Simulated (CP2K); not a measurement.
**CH5AlOTe (SMILES [OH][AlH][CH2][TeH]), run twice**

Wanted: energy and gradient of CH5AlOTe, GFN0-xTB.

The calculation is run with CP2K 2026.2.

7 further runs of the same task are left out: 2 that didn't finish, 5 set aside as unsound or not needed.

## (1) The molecule

CH5AlOTe has 9 atoms, charge 0, and is taken as a singlet. SMILES: `[OH][AlH][CH2][TeH]`. Geometry: a GFN2-xTB relaxation, a rough one for these elements and not checked as a minimum. This is one conformer, not always the lowest.

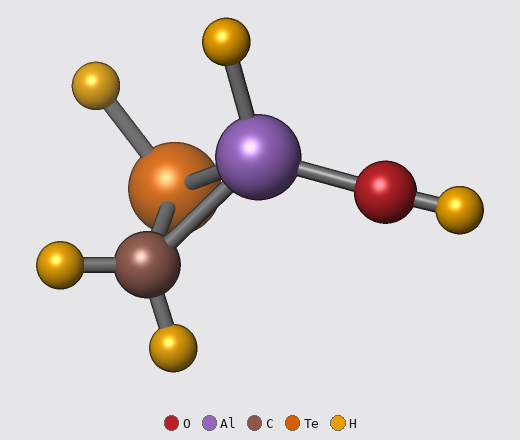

Viewed from a chosen angle; oxygen red, aluminium purple, carbon brown, tellurium orange, hydrogen amber.

## (2) First attempt

Input file molecule.inp:

```
&GLOBAL
   PROJECT_NAME molecule
   RUN_TYPE ENERGY_FORCE
   PRINT_LEVEL MEDIUM
&END GLOBAL
&FORCE_EVAL
   METHOD QUICKSTEP
   &DFT
      CHARGE 1
      MULTIPLICITY 1
      &QS
         METHOD XTB
         EPS_DEFAULT 1.0E-10
         &XTB
            GFN_TYPE 0
            CHECK_ATOMIC_CHARGES F
         &END XTB
      &END QS
      &POISSON
         PERIODIC NONE
         POISSON_SOLVER ANALYTIC
      &END POISSON
      &SCF
         SCF_GUESS ATOMIC
         EPS_SCF 1.0E-07
         MAX_SCF 150
         ADDED_MOS 4
         &DIAGONALIZATION
            ALGORITHM STANDARD
         &END DIAGONALIZATION
         &MIXING
            METHOD DIRECT_P_MIXING
            ALPHA 0.4
         &END MIXING
         &SMEAR ON
            METHOD FERMI_DIRAC
            ELECTRONIC_TEMPERATURE [K] 300
         &END SMEAR
      &END SCF
      &PRINT
         &MOMENTS
            PERIODIC F
            REFERENCE COM
            MAX_MOMENT 1
         &END MOMENTS
         &MO ON
            ENERGIES T
            OCCUPATION_NUMBERS T
            NDIGITS 6
            &EACH
               QS_SCF 0
            &END EACH
            ADD_LAST NUMERIC
         &END MO
         &HIRSHFELD OFF
         &END HIRSHFELD
      &END PRINT
   &END DFT
   &SUBSYS
      &CELL
         ABC [angstrom] 14.4 13.7 13.5
         PERIODIC NONE
      &END CELL
      &COORD
         O     -1.548610     1.449900    -0.532720
         Al    -0.256310     0.834740     0.268010
         C      0.994560    -0.425160    -0.633980
         Te    -0.263400    -1.925400     0.426570
         H     -2.318900     1.787440    -0.966340
         H     -0.001910     1.291660     1.699100
         H      2.032460    -0.662060    -0.411230
         H      0.819730    -0.642570    -1.690510
         H      0.542400    -1.708550     1.841110
      &END COORD
      &TOPOLOGY
         &CENTER_COORDINATES
         &END CENTER_COORDINATES
      &END TOPOLOGY
   &END SUBSYS
   &PRINT
      &FORCES ON
      &END FORCES
   &END PRINT
&END FORCE_EVAL
```

Launch:

```sh
$ OMP_NUM_THREADS=1 cp2k.psmp -i molecule.inp -o molecule.out
```

The log of the run:

```text
CP2K| version string:                                       CP2K version 2026.2
[...]
 GLOBAL| Method name                                                        CP2K
[...]
 GLOBAL| Run type                                                   ENERGY_FORCE
[...]
                             - Atoms:                                          9
[...]
                             - Spherical basis functions:                     36
[...]
 Number of electrons:                                                         23
[...]
  Fermi energy:                                                -0.41068742158523
[...]
 TB_DIPOLE| Moment [Debye]          0.86847850       1.45668711      -0.87413244
 TB_DIPOLE| Derivative [a.u.]       0.00000000       0.00000000       0.00000000
[...]
 ENERGY| Total FORCE_EVAL ( QS ) energy [hartree]            -10.876330966914082
 FORCES| Atomic forces [hartree/bohr]
 FORCES|   Atom     x               y               z               |f|
 FORCES|      1  2.19970260E-03 -5.58298002E-03  2.67400351E-03   6.56952451E-03
 FORCES|      2 -8.72046020E-03  6.24236139E-03 -4.47170920E-03   1.16193668E-02
 FORCES|      3 -9.50827896E-03 -3.44813294E-02  4.66520988E-03   3.60712299E-02
 FORCES|      4  1.66786455E-02  1.61456923E-02 -2.78447607E-03   2.33797755E-02
 FORCES|      5  7.86790118E-04  3.13015239E-03 -1.44091217E-03   3.53456087E-03
 FORCES|      6  2.82837513E-03  3.69815665E-03  5.90070036E-03   7.51627123E-03
 FORCES|      7  7.34793728E-04  7.52552918E-03  2.91144483E-03   8.10247014E-03
 FORCES|      8 -9.20114644E-04  5.92313144E-03 -5.80726280E-04   6.02223712E-03
 FORCES|      9 -4.07945330E-03 -2.60071389E-03 -6.87353487E-03   8.40542286E-03
 FORCES| Sum     4.42354486E-17 -3.46944695E-17  1.56125113E-16
 FORCES| Total atomic force                                       1.65938338E-16
[...]
```

Wall time 0.44 s (1 thread of Arm Neoverse N1, shared host); peak memory 0.14 GiB.

## (3) Reading the log

The run finished; that doesn't make the result usable.

Cause: the electron count doesn't fit the spin or reference typed: an even count needs an odd multiplicity, an odd count an even one. To mend it: charge 0 in place of 1. That is the species meant; for the charge typed, the multiplicity would have to change.

## (4) Try two

Input file qs.inp:

```
&GLOBAL
  PROJECT_NAME qs
  RUN_TYPE ENERGY_FORCE
  PRINT_LEVEL MEDIUM
&END GLOBAL

&FORCE_EVAL
  METHOD Quickstep
  &DFT
    CHARGE 0
    MULTIPLICITY 1
    &QS
      METHOD XTB
      EPS_DEFAULT 1.0E-14
      &XTB
        GFN_TYPE 0
        CHECK_ATOMIC_CHARGES F
      &END XTB
    &END QS
    ! isolated system
    &POISSON
      PERIODIC NONE
      POISSON_SOLVER ANALYTIC
    &END POISSON
    ! SCF settings
    &SCF
      SCF_GUESS ATOMIC
      EPS_SCF 1.0E-05
      MAX_SCF 150
      ADDED_MOS 4
      MAX_DIIS 2
      &DIAGONALIZATION
        ALGORITHM STANDARD
      &END DIAGONALIZATION
      &MIXING
        METHOD DIRECT_P_MIXING
        ALPHA 0.4
      &END MIXING
      &SMEAR ON
        METHOD FERMI_DIRAC
        ELECTRONIC_TEMPERATURE [K] 300
      &END SMEAR
    &END SCF
    &PRINT
      &MOMENTS
        PERIODIC F
        REFERENCE COM
        MAX_MOMENT 1
      &END MOMENTS
      &MO ON
        ENERGIES T
        OCCUPATION_NUMBERS T
        NDIGITS 6
        &EACH
          QS_SCF 0
        &END EACH
        ADD_LAST NUMERIC
      &END MO
      &HIRSHFELD OFF
      &END HIRSHFELD
    &END PRINT
  &END DFT
  ! structure
  &SUBSYS
    ! vacuum box
    &CELL
      ABC [angstrom] 14.4 13.7 13.5
      PERIODIC NONE
    &END CELL
    &COORD
      O     -1.548610     1.449900    -0.532720
      Al    -0.256310     0.834740     0.268010
      C      0.994560    -0.425160    -0.633980
      Te    -0.263400    -1.925400     0.426570
      H     -2.318900     1.787440    -0.966340
      H     -0.001910     1.291660     1.699100
      H      2.032460    -0.662060    -0.411230
      H      0.819730    -0.642570    -1.690510
      H      0.542400    -1.708550     1.841110
    &END COORD
    &TOPOLOGY
      &CENTER_COORDINATES
      &END CENTER_COORDINATES
    &END TOPOLOGY
  &END SUBSYS
  ! extra output
  &PRINT
    &FORCES ON
    &END FORCES
  &END PRINT
&END FORCE_EVAL
```

Launch:

```sh
$ OMP_NUM_THREADS=1 cp2k.psmp qs.inp > qs.out
```

The log of the run:

```text
CP2K| version string:                                       CP2K version 2026.2
[...]
 GLOBAL| Method name                                                        CP2K
[...]
 GLOBAL| Run type                                                   ENERGY_FORCE
[...]
                             - Atoms:                                          9
[...]
                             - Spherical basis functions:                     36
[...]
 Number of electrons:                                                         24
[...]
  Fermi energy:                                                -0.31921134381521
[...]
 TB_DIPOLE| Moment [Debye]         -0.37457164       0.02209838       0.27580541
 TB_DIPOLE| Derivative [a.u.]       0.00000000       0.00000000       0.00000000
[...]
 ENERGY| Total FORCE_EVAL ( QS ) energy [hartree]            -12.622662572582440
 FORCES| Atomic forces [hartree/bohr]
 FORCES|   Atom     x               y               z               |f|
 FORCES|      1  4.21890126E-04 -1.63552887E-03  6.21620412E-04   1.79982163E-03
 FORCES|      2 -4.32858894E-03 -5.18396694E-04 -4.36607316E-03   6.16992805E-03
 FORCES|      3 -3.74683392E-03 -9.52941239E-04  3.25476961E-03   5.05374976E-03
 FORCES|      4  6.68576823E-03  3.07620298E-03  3.41777173E-03   8.11441219E-03
 FORCES|      5  1.27453429E-03  9.87826451E-04  3.87155100E-05   1.61299028E-03
 FORCES|      6  2.05785147E-03  1.00847289E-03  2.79084425E-03   3.61117458E-03
 FORCES|      7 -2.88817727E-04 -1.19036503E-03 -1.12013089E-03   1.65984270E-03
 FORCES|      8  1.28758647E-03 -3.57640372E-05  9.04952985E-04   1.57419754E-03
 FORCES|      9 -3.36338999E-03 -7.39506464E-04 -5.54247045E-03   6.52520044E-03
 FORCES| Sum     2.68448458E-16 -8.61940727E-17 -1.94289029E-16
 FORCES| Total atomic force                                       3.42406512E-16
[...]
```

Run time: 0.43 s. Hardware: 1 thread of Arm Neoverse N1, shared host; peak memory 0.14 GiB.

## (5) Outcome

At GFN0-xTB:

```
                                 quantity         value
                             total energy  -12.62266 Eh
dipole moment (from atomic charges alone)        0.47 D
                              HOMO energy     -11.09 eV
                              LUMO energy      -7.79 eV
                            HOMO–LUMO gap       3.30 eV
                        dispersion energy  -5.68 kJ/mol
                 largest force on an atom    0.417 eV/Å
```

In words: The dipole comes from point charges on the atoms alone, without atomic dipoles, so it is partial. The largest force is 0.42 eV/Å: the shape isn't a stationary point for this species at this level.
